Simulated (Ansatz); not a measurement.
Consider Y in the hcp (Mg type) structure (space group P6_3/mmc, No. 194; a = 3.594 Å, c = 5.610 Å; relaxed with 0.1 eV smearing).

Structures relaxed with plane-wave PAW DFT at the PBEsol level (Ansatz, a first-principles code, 420 eV), no SOC.

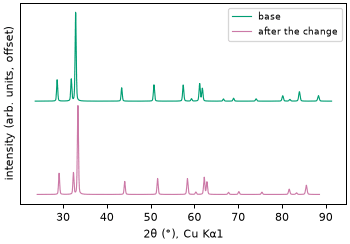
*Simulated powder patterns before (top) and after one change*

Problem. Which change produced these results?
A. isotropic strain −2.50 %
B. isotropic strain −1.50 %
C. isotropic strain +1.00 %
D. isotropic strain +3.00 %

Solution. B, isotropic strain −1.50 %. Its volume per atom is 29.99 Å³ against 31.38 Å³, and its space group is P6_3/mmc (No. 194).

No phonon test of stability was made. All final runs are without spin polarisation.
